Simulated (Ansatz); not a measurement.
# GaH− (quartet): correlated methods under varied settings at distance Ga1–H2 = 1.959 Å

What do other methods and options give for GaH− (quartet) at this geometry, and how long do they take?

Method: the settings change from run to run; program: Ansatz 0.2.0, Gaussian basis.

16 further runs of the same task are left out: 1 for a known fault of the program, 12 that didn't finish, 3 set aside as unsound or not needed. Runs told in other sessions of the task aren't counted.

## 1. The geometry

The geometry derives from a PBE0/def2-TZVPD stationary point (not a proven minimum). One bond is set to the value named and the two fragments are kept rigid. No spin-orbit coupling is included. The filled d shell of Ga may be among the frozen orbitals whatever the setting's name suggests.

2 atoms, charge -1, spin multiplicity 4.

Atoms are counted from 1 here; the program's logs count them from 0.

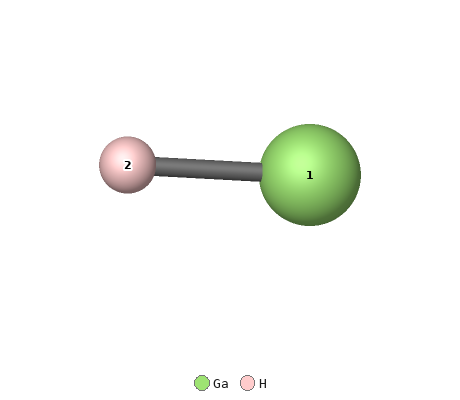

The geometry (gallium green, hydrogen pink); atoms are numbered from 1 in the order of the file.

## 2. NEVPT2(3,4)/6-31G

The input, in.yaml:

```yaml
crystal:
  periodic: [false, false, false]
  atoms:
    - {symbol: Ga, position_ang: [0.000000, 0.000000, 0.000000]}
    - {symbol: H, position_ang: [0.000000, 0.000000, 1.959000]}
basis:
  gaussian: {orbitals: 6-31G, fitting: {mean_field: def2-universal-jkfit}}
total_charge: -1
magnetization: {spin_polarized: false, initial_magnetization: 3}
correlation: {method: sc_nevpt2, electrons: valence, active_space: {window: {electrons: 3, orbitals: 4}, states: [{multiplicity: 4, weights: [1, 1, 1]}]}}
```

On the command line:

```console
$ ansatz run in.yaml --threads 1 --pin off --events-out ev --progress --plain --max-ram 2393MiB
```

Standard output:

```text
Functional definition: HF
  name "HF"
  cite "Fock, Z. Phys. 61, 126 (1930) doi:10.1007/BF01340294"
  parent pbe
  exchange = exact_x
  correlation = 0
284 factors; integrals over basis functions are off by at most 1.3e-1 eV
mean field evaluation 1: about -52337.1675 eV, gradient 1.0e1 eV
mean field evaluation 2: about -52338.2101 eV, gradient 6.3e0 eV
mean field evaluation 4: about -52338.3398 eV, gradient 9.1e-1 eV
mean field evaluation 8: about -52338.4536 eV, gradient 2.1e-1 eV
mean field -52338.45744464 eV, -1923.4028348100 hartree, gradient 8.9e-7 eV, S^2 3.750000; 0 other end points of the search recorded, 0 dependent functions left out
reference -52338.45744464 eV, -1923.4028348100 hartree; 18, 15 occupied and 13, 16 virtual orbitals, 284 factors
state -52338.11449251 eV, -1923.3902315517 hartree
state -52335.87844095 eV, -1923.3080581725 hartree
state -52335.87844095 eV, -1923.3080581725 hartree
state -52338.11449251 eV, -1923.3902315517 hartree; corrected -52343.63850630 eV, -1923.5932353139 hartree
state -52335.87844095 eV, -1923.3080581725 hartree; corrected -52341.12140314 eV, -1923.5007334789 hartree
state -52335.87844095 eV, -1923.3080581725 hartree; corrected -52341.12140314 eV, -1923.5007334789 hartree
Total energy: -52341.96043752 eV, -1923.5315674239 hartree
```

Wall time 0.39 s (1 thread of Arm Neoverse V1, shared host).

From the report: 2 determinants; active occupations (of the averaged states) 1.00, 0.67, 0.67, 0.67.

## 3. BCCD(T) on UHF/6-31G

The input, in.yaml:

```yaml
crystal:
  periodic: [false, false, false]
  atoms:
    - {symbol: Ga, position_ang: [0.000000, 0.000000, 0.000000]}
    - {symbol: H, position_ang: [0.000000, 0.000000, 1.959000]}
basis:
  gaussian: {orbitals: 6-31G}
total_charge: -1
magnetization: {spin_polarized: true, initial_magnetization: 3}
correlation: {method: bccd_t, electrons: outside_noble_gas}
```

Launched as before.

Standard output (excerpt; [...] marks lines left out):

```text
Functional definition: HF
  name "HF"
  cite "Fock, Z. Phys. 61, 126 (1930) doi:10.1007/BF01340294"
  parent pbe
[...]
287 factors; integrals over basis functions are off by at most 3.4e-4 eV
[...]
mean field -52338.53786531 eV, -1923.4057902149 hartree, gradient 1.2e-6 eV, S^2 3.777514; 3 other end points of the search recorded, 0 dependent functions left out
determinant -52338.53786531 eV, -1923.4057902149 hartree, with singles and doubles -52339.54824047 eV, -1923.4429208174 hartree
determinant -52336.00853153 eV, -1923.3128389129 hartree, with singles and doubles -52336.87110494 eV, -1923.3445379013 hartree
14 core orbitals not correlated: weight in the atoms' cores, before any rotation towards them, 0.998 or more for the frozen orbitals, at most 0.000 for the correlated occupied ones
reference -52338.53786531 eV, -1923.4057902149 hartree; 4, 1 occupied and 13, 16 virtual orbitals, 287 factors
second order -0.60407237 eV of doubles, -0.00000000 eV of singles
cycle   1  -1.00927561 eV  change   -3.6e-2 eV  update   9.4e-3
[...]
cycle  10  -1.00841288 eV  change   -5.6e-7 eV  update   2.6e-6
perturbative correction -0.01458478 eV, -0.0005359808 hartree
Total energy: -52339.56086297 eV, -1923.4433846854 hartree
```

It took 0.88 s on 1 thread of Arm Neoverse V1, shared host.

From the report: ⟨S²⟩ of the determinant 3.778 (pure quartet: 3.75); correlation -1.0230 eV; largest double amplitude 0.10.

## 4. CCSD(T) on UHF/STO-3G

The input, in.yaml:

```yaml
crystal:
  periodic: [false, false, false]
  atoms:
    - {symbol: Ga, position_ang: [0.000000, 0.000000, 0.000000]}
    - {symbol: H, position_ang: [0.000000, 0.000000, 1.959000]}
basis:
  gaussian: {orbitals: STO-3G, fitting: {mean_field: def2-universal-jkfit}}
total_charge: -1
magnetization: {spin_polarized: true, initial_magnetization: 3}
correlation: {method: ccsd_t, electrons: valence, diis_vectors: 1}
output: {forces: true}
```

The command is unchanged.

Standard output (excerpt; [...] marks lines left out):

```text
Functional definition: HF
  name "HF"
  cite "Fock, Z. Phys. 61, 126 (1930) doi:10.1007/BF01340294"
  parent pbe
[...]
284 factors; integrals over basis functions are off by at most 1.6e-2 eV
[...]
mean field -51739.95206525 eV, -1901.4081677986 hartree, gradient 9.7e-7 eV, S^2 3.823912; 16 other end points of the search recorded, 0 dependent functions left out
determinant -51739.95206525 eV, -1901.4081677986 hartree, with singles and doubles -51740.75858251 eV, -1901.4378067613 hartree
determinant -51739.90293637 eV, -1901.4063623459 hartree, with singles and doubles -51740.70179636 eV, -1901.4357199088 hartree
determinant -51739.89824181 eV, -1901.4061898239 hartree, with singles and doubles -51740.68765150 eV, -1901.4352000950 hartree
determinant -51739.95206525 eV, -1901.4081677986 hartree, with singles and doubles -51740.76125553 eV, -1901.4379049931 hartree
[...]
determinant -51739.89824181 eV, -1901.4061898239 hartree, with singles and doubles -51740.69096106 eV, -1901.4353217192 hartree
9 core orbitals not correlated: weight in the atoms' cores, before any rotation towards them, 0.999 or more for the frozen orbitals, at most 0.001 for the correlated occupied ones
reference -51739.95206525 eV, -1901.4081677986 hartree; 9, 6 occupied and 1, 4 virtual orbitals, 284 factors
second order -0.42830225 eV of doubles, -0.00000000 eV of singles
cycle   1  -0.80919239 eV  change   -2.1e-6 eV  update   5.2e-6
[...]
cycle  20  -0.80919435 eV  change   -1.1e-8 eV  update   2.1e-8
perturbative correction -0.00043032 eV, -0.0000158141 hartree
[...]
Total energy: -51740.76168992 eV, -1901.4379209565 hartree
Atom 0 at     0.000000     0.000000     0.000000 Å, force    -0.000000    -0.000000     2.623067 eV/Å
Atom 1 at     0.000000     0.000000     1.959000 Å, force     0.000000     0.000000    -2.623067 eV/Å
Dipole moment:     0.000000     0.000000     0.023804 e Å
```

Run time: 2.2 s. Hardware: 1 thread of Arm Neoverse V1, shared host.

From the report: ⟨S²⟩ of the determinant 3.824 (pure quartet: 3.75); correlation -0.8096 eV; T1 0.017; largest double amplitude 0.14.

## 5. HF (UHF)/def2-SVP

The input, in.yaml:

```yaml
crystal:
  periodic: [false, false, false]
  atoms:
    - {symbol: Ga, position_ang: [0.000000, 0.000000, 0.000000]}
    - {symbol: H, position_ang: [0.000000, 0.000000, 1.959000]}
basis:
  gaussian: {orbitals: def2-SVP}
total_charge: -1
magnetization: {spin_polarized: true, initial_magnetization: 3}
hamiltonian: {xc: hf}
output: {orbitals: {seedname: orbitals}}
```

Launched as before.

Standard output:

```text
Functional definition: HF
  name "HF"
  cite "Fock, Z. Phys. 61, 126 (1930) doi:10.1007/BF01340294"
  parent pbe
  exchange = exact_x
  correlation = 0
370 factors; integrals over basis functions are off by at most 1.1e-3 eV
mean field evaluation 1: about -52339.7210 eV, gradient 7.9e0 eV
mean field evaluation 2: about -52339.7219 eV, gradient 7.8e0 eV
mean field evaluation 4: about -52340.4773 eV, gradient 1.9e0 eV
mean field evaluation 8: about -52340.6360 eV, gradient 2.0e-1 eV
mean field -52340.63994767 eV, -1923.4830403169 hartree, gradient 2.7e-5 eV, S^2 3.775365; 0 other end points of the search recorded, 0 dependent functions left out
reference -52340.63994767 eV, -1923.4830403169 hartree; 18, 15 occupied and 19, 22 virtual orbitals, 370 factors
Total energy: -52340.63994767 eV, -1923.4830403169 hartree
```

Run time: 0.37 s. Hardware: 1 thread of Arm Neoverse V1, shared host.

From the report: ⟨S²⟩ of the determinant 3.775 (pure quartet: 3.75).

## 6. CISDT/def2-SVP

The input, in.yaml:

```yaml
crystal:
  periodic: [false, false, false]
  atoms:
    - {symbol: Ga, position_ang: [0.000000, 0.000000, 0.000000]}
    - {symbol: H, position_ang: [0.000000, 0.000000, 1.959000]}
basis:
  gaussian: {orbitals: def2-SVP}
total_charge: -1
magnetization: {spin_polarized: false, initial_magnetization: 3}
correlation: {active_space: {ras: {orbitals: [1, 3, 19], electrons: 5, max_holes: 3, max_particles: 3}, fixed_orbitals: true}}
```

Same command.

Standard output:

```text
Functional definition: HF
  name "HF"
  cite "Fock, Z. Phys. 61, 126 (1930) doi:10.1007/BF01340294"
  parent pbe
  exchange = exact_x
  correlation = 0
370 factors; integrals over basis functions are off by at most 1.1e-3 eV
mean field evaluation 1: about -52339.4762 eV, gradient 1.1e1 eV
mean field evaluation 2: about -52339.4771 eV, gradient 1.1e1 eV
mean field evaluation 4: about -52340.3539 eV, gradient 1.4e0 eV
mean field evaluation 8: about -52340.5363 eV, gradient 2.5e-1 eV
mean field evaluation 16: about -52340.5399 eV, gradient 7.6e-7 eV
mean field -52340.53987268 eV, -1923.4793626287 hartree, gradient 7.6e-7 eV, S^2 3.750000; 0 other end points of the search recorded, 0 dependent functions left out
reference -52340.53987268 eV, -1923.4793626287 hartree; 18, 15 occupied and 19, 22 virtual orbitals, 370 factors
state -52342.24015022 eV, -1923.5418466759 hartree
Total energy: -52342.24015022 eV, -1923.5418466759 hartree
```

Run time: 1.1 s. Hardware: 1 thread of Arm Neoverse V1, shared host.

From the report: 10,308 determinants.

## 7. CCSD(T) on UHF/pcseg-2

The input, in.yaml:

```yaml
crystal:
  periodic: [false, false, false]
  atoms:
    - {symbol: Ga, position_ang: [0.000000, 0.000000, 0.000000]}
    - {symbol: H, position_ang: [0.000000, 0.000000, 1.959000]}
basis:
  gaussian: {orbitals: pcseg-2}
total_charge: -1
magnetization: {spin_polarized: true, initial_magnetization: 3}
correlation: {method: ccsd_t, electrons: valence}
scf: {lower_state_search: off}
```

Same command.

Standard output (excerpt; [...] marks lines left out):

```text
Functional definition: HF
  name "HF"
  cite "Fock, Z. Phys. 61, 126 (1930) doi:10.1007/BF01340294"
  parent pbe
[...]
368 factors; integrals over basis functions are off by at most 1.3e-3 eV
[...]
mean field -52347.84877289 eV, -1923.7479597574 hartree, gradient 4.0e-6 eV, S^2 3.783333; 0 other end points of the search recorded, 0 dependent functions left out
9 core orbitals not correlated: weight in the atoms' cores, before any rotation towards them, 1.000 or more for the frozen orbitals, at most 0.000 for the correlated occupied ones
reference -52347.84877289 eV, -1923.7479597574 hartree; 9, 6 occupied and 39, 42 virtual orbitals, 368 factors
second order -3.24306150 eV of doubles, -0.00000000 eV of singles
cycle   1  -3.38831670 eV  change   -1.5e-1 eV  update   8.2e-2
[...]
cycle  11  -3.71276320 eV  change    4.8e-6 eV  update   1.8e-5
perturbative correction -0.22210917 eV, -0.0081623616 hartree
Total energy: -52351.78364526 eV, -1923.8925636498 hartree
Checks for a lower state left out: stability, starts, cluster_reference, orbital_swaps, neighbouring_geometries, increment
```

Wall time 1.9 s (1 thread of Arm Neoverse V1, shared host).

From the report: ⟨S²⟩ of the determinant 3.783 (pure quartet: 3.75); correlation -3.9349 eV; T1 0.024; largest double amplitude 0.07.

## 8. HF (ROHF)/aug-cc-pVDZ

The input, in.yaml:

```yaml
crystal:
  periodic: [false, false, false]
  atoms:
    - {symbol: Ga, position_ang: [0.000000, 0.000000, 0.000000]}
    - {symbol: H, position_ang: [0.000000, 0.000000, 1.959000]}
basis:
  gaussian: {orbitals: aug-cc-pVDZ, fitting: {mean_field: def2-universal-jkfit}}
total_charge: -1
magnetization: {spin_polarized: false, initial_magnetization: 3}
hamiltonian: {xc: hf}
scf: {lower_state_search: off}
output: {orbitals: {seedname: orbitals}}
```

Launched as before.

Standard output:

```text
Functional definition: HF
  name "HF"
  cite "Fock, Z. Phys. 61, 126 (1930) doi:10.1007/BF01340294"
  parent pbe
  exchange = exact_x
  correlation = 0
these checks for a lower state are left out or cut short: stability, starts, cluster_reference, orbital_swaps, neighbouring_geometries, increment
284 factors; integrals over basis functions are off by at most 4.8e-1 eV
mean field evaluation 1: about -52342.8066 eV, gradient 1.2e1 eV
mean field evaluation 2: about -52346.0141 eV, gradient 8.0e0 eV
mean field evaluation 4: about -52346.4834 eV, gradient 1.6e0 eV
mean field evaluation 8: about -52346.6652 eV, gradient 8.1e-1 eV
mean field -52346.68694577 eV, -1923.7052633981 hartree, gradient 1.5e-6 eV, S^2 3.750000; 0 other end points of the search recorded, 0 dependent functions left out
reference -52346.68694577 eV, -1923.7052633981 hartree; 18, 15 occupied and 27, 30 virtual orbitals, 284 factors
Total energy: -52346.68694577 eV, -1923.7052633981 hartree
Checks for a lower state left out: stability, starts, cluster_reference, orbital_swaps, neighbouring_geometries, increment
```

It took 0.18 s on 1 thread of Arm Neoverse V1, shared host.

## 9. HF (ROHF)/aug-cc-pVDZ

Changes to in.yaml since step 8:

```diff
@@ -6,3 +6,3 @@
 basis:
-  gaussian: {orbitals: aug-cc-pVDZ, fitting: {mean_field: def2-universal-jkfit}}
+  gaussian: {orbitals: aug-cc-pVDZ}
 total_charge: -1
@@ -10,3 +10,3 @@
 hamiltonian: {xc: hf}
-scf: {lower_state_search: off}
+scf: {lower_state_search: light}
 output: {orbitals: {seedname: orbitals}}
```

Launched as before.

Standard output:

```text
Functional definition: HF
  name "HF"
  cite "Fock, Z. Phys. 61, 126 (1930) doi:10.1007/BF01340294"
  parent pbe
  exchange = exact_x
  correlation = 0
493 factors; integrals over basis functions are off by at most 4.8e-4 eV
mean field evaluation 1: about -52342.6802 eV, gradient 1.2e1 eV
mean field evaluation 2: about -52342.7100 eV, gradient 1.2e1 eV
mean field evaluation 4: about -52346.3761 eV, gradient 2.5e0 eV
mean field evaluation 8: about -52346.5837 eV, gradient 7.2e-1 eV
mean field evaluation 16: about -52346.6882 eV, gradient 2.2e-5 eV
mean field evaluation 32: about -52344.3289 eV, gradient 5.6e0 eV
mean field evaluation 64: about -52342.5842 eV, gradient 1.8e0 eV
mean field -52346.68823743 eV, -1923.7053108658 hartree, gradient 2.2e-5 eV, S^2 3.750000; 0 other end points of the search recorded, 0 dependent functions left out
reference -52346.68823743 eV, -1923.7053108658 hartree; 18, 15 occupied and 27, 30 virtual orbitals, 493 factors
Total energy: -52346.68823743 eV, -1923.7053108658 hartree
```

Run time: 0.97 s. Hardware: 1 thread of Arm Neoverse V1, shared host.

## 10. CCSDT(Q)/B on UHF/STO-3G

The input, in.yaml:

```yaml
crystal:
  periodic: [false, false, false]
  atoms:
    - {symbol: Ga, position_ang: [0.000000, 0.000000, 0.000000]}
    - {symbol: H, position_ang: [0.000000, 0.000000, 1.959000]}
basis:
  gaussian: {orbitals: STO-3G}
total_charge: -1
magnetization: {spin_polarized: true, initial_magnetization: 3}
correlation: {method: ccsdt_q_b, electrons: all}
```

The command is unchanged.

Standard output:

```text
Functional definition: HF
  name "HF"
  cite "Fock, Z. Phys. 61, 126 (1930) doi:10.1007/BF01340294"
  parent pbe
  exchange = exact_x
  correlation = 0
204 factors; integrals over basis functions are off by at most 6.2e-8 eV
mean field evaluation 1: about -51729.8565 eV, gradient 7.6e0 eV
mean field evaluation 2: about -51729.8631 eV, gradient 7.6e0 eV
mean field evaluation 4: about -51735.8836 eV, gradient 1.1e1 eV
mean field evaluation 8: about -51739.7409 eV, gradient 1.3e0 eV
mean field evaluation 16: about -51739.8925 eV, gradient 6.2e-3 eV
mean field evaluation 32: about -51739.9463 eV, gradient 1.9e-6 eV
mean field evaluation 64: about -51739.9460 eV, gradient 1.6e-2 eV
mean field evaluation 96: about -51739.9236 eV, gradient 2.3e-1 eV
mean field evaluation 128: about -51739.8312 eV, gradient 1.2e0 eV
mean field evaluation 160: about -51739.9463 eV, gradient 1.9e-6 eV
mean field evaluation 192: about -51739.8995 eV, gradient 6.1e-1 eV
mean field evaluation 224: about -51739.9009 eV, gradient 3.2e-2 eV
mean field evaluation 256: about -51736.2703 eV, gradient 3.8e-2 eV
mean field evaluation 288: about -51736.2707 eV, gradient 7.7e-2 eV
mean field evaluation 320: about -51735.7536 eV, gradient 2.6e-3 eV
mean field evaluation 352: about -51735.8041 eV, gradient 2.4e-4 eV
mean field evaluation 384: about -51735.2927 eV, gradient 9.0e-1 eV
mean field evaluation 416: about -51734.5857 eV, gradient 7.1e-2 eV
mean field evaluation 448: about -51734.0449 eV, gradient 9.0e-4 eV
mean field evaluation 480: about -51739.8972 eV, gradient 2.9e-2 eV
mean field evaluation 512: about -51739.8931 eV, gradient 2.5e-2 eV
mean field -51739.94626716 eV, -1901.4079547231 hartree, gradient 1.9e-6 eV, S^2 3.824151; 16 other end points of the search recorded, 0 dependent functions left out
determinant -51739.94626716 eV, -1901.4079547231 hartree, with singles and doubles -51740.78056437 eV, -1901.4386145799 hartree
determinant -51739.89719112 eV, -1901.4061512117 hartree, with singles and doubles -51740.72494056 eV, -1901.4365704426 hartree
determinant -51739.89249616 eV, -1901.4059786750 hartree, with singles and doubles -51740.71109997 eV, -1901.4360618101 hartree
determinant -51739.94626716 eV, -1901.4079547231 hartree, with singles and doubles -51740.78265370 eV, -1901.4386913613 hartree
determinant -51739.89719112 eV, -1901.4061512117 hartree, with singles and doubles -51740.72733892 eV, -1901.4366585808 hartree
determinant -51739.89249616 eV, -1901.4059786750 hartree, with singles and doubles -51740.71359733 eV, -1901.4361535866 hartree
reference -51739.94626716 eV, -1901.4079547231 hartree; 18, 15 occupied and 1, 4 virtual orbitals, 204 factors
second order -0.44998531 eV of doubles, -0.00000000 eV of singles
cycle   1  -0.63123077 eV  change   -1.8e-1 eV  update   5.1e-2
cycle   2  -0.79284460 eV  change   -1.6e-1 eV  update   3.0e-2
cycle   3  -0.82140221 eV  change   -2.9e-2 eV  update   1.4e-2
cycle   4  -0.83197290 eV  change   -1.1e-2 eV  update   5.4e-3
cycle   5  -0.83527952 eV  change   -3.3e-3 eV  update   3.1e-3
cycle   6  -0.83599177 eV  change   -7.1e-4 eV  update   1.9e-3
cycle   7  -0.83827933 eV  change   -2.3e-3 eV  update   8.9e-4
cycle   8  -0.83801510 eV  change    2.6e-4 eV  update   6.9e-4
cycle   9  -0.83802087 eV  change   -5.8e-6 eV  update   6.9e-4
cycle  10  -0.83844753 eV  change   -4.3e-4 eV  update   6.3e-4
cycle  11  -0.83843247 eV  change    1.5e-5 eV  update   3.4e-4
cycle  12  -0.83846934 eV  change   -3.7e-5 eV  update   6.2e-5
cycle  13  -0.83844083 eV  change    2.9e-5 eV  update   4.7e-5
cycle  14  -0.83844781 eV  change   -7.0e-6 eV  update   5.7e-5
cycle  15  -0.83845041 eV  change   -2.6e-6 eV  update   9.6e-5
cycle  16  -0.83845149 eV  change   -1.1e-6 eV  update   3.2e-5
cycle  17  -0.83845100 eV  change    4.9e-7 eV  update   8.1e-6
cycle  18  -0.83844897 eV  change    2.0e-6 eV  update   3.3e-6
perturbative correction -0.00003941 eV, -0.0000014484 hartree
Total energy: -51740.78475555 eV, -1901.4387686028 hartree
```

Wall time 5.5 s (1 thread of Arm Neoverse V1, shared host); peak memory 0.25 GiB.

From the report: ⟨S²⟩ of the determinant 3.824 (pure quartet: 3.75); correlation -0.8385 eV; T1 0.012; largest double amplitude 0.14.

## 11. The runs in one table

Where basis and cores are those of an earlier FCI/aug-cc-pVDZ run (-52348.7003 eV), and the records show the same count of frozen orbitals and kind of state, the miss against it is given; a blank cell means that this couldn't be shown.

```
                                     level         correlated  functions  energy (eV)  from FCI (meV)    time
NEVPT2(3,4)/6-31G (mean of several states)            valence         31  -52341.9604                  0.39 s
                      BCCD(T) on UHF/6-31G  outside noble gas         31  -52339.5609                  0.88 s
                     CCSD(T) on UHF/STO-3G            valence         19  -51740.7617                   2.2 s
                         HF (UHF)/def2-SVP                            37  -52340.6399                  0.37 s
                            CISDT/def2-SVP  outside noble gas         37  -52342.2402                   1.1 s
                    CCSD(T) on UHF/pcseg-2            valence         57  -52351.7836                   1.9 s
                     HF (ROHF)/aug-cc-pVDZ                            45  -52346.6869          2013.3  0.18 s
                     HF (ROHF)/aug-cc-pVDZ                            45  -52346.6882          2012.0  0.97 s
                  CCSDT(Q)/B on UHF/STO-3G                all         19  -51740.7848                   5.5 s
```

## 12. Summary of results

| quantity | value |
| --- | --- |
| runs | 9 |
| quickest | HF (ROHF)/aug-cc-pVDZ, 0.18 s |
| slowest | CCSDT(Q)/B on UHF/STO-3G, 5.5 s |

Total energies in different bases, with other cores or another treatment of relativity can't be set against each other. «valence» and «outside noble gas» are the program's key words; the logs give how many orbitals each freezes, and for Ga to Kr the 3d shell needn't follow the word's plain sense. CCSDT(Q)/B on UHF/STO-3G took 31 times as long as HF (ROHF)/aug-cc-pVDZ; the jobs differ in more than the method. Hartree-Fock, CASSCF and CASCI lack dynamic correlation by design.

The anion's highest level is positive in at least one run, so there the basis alone may hold the extra electron.
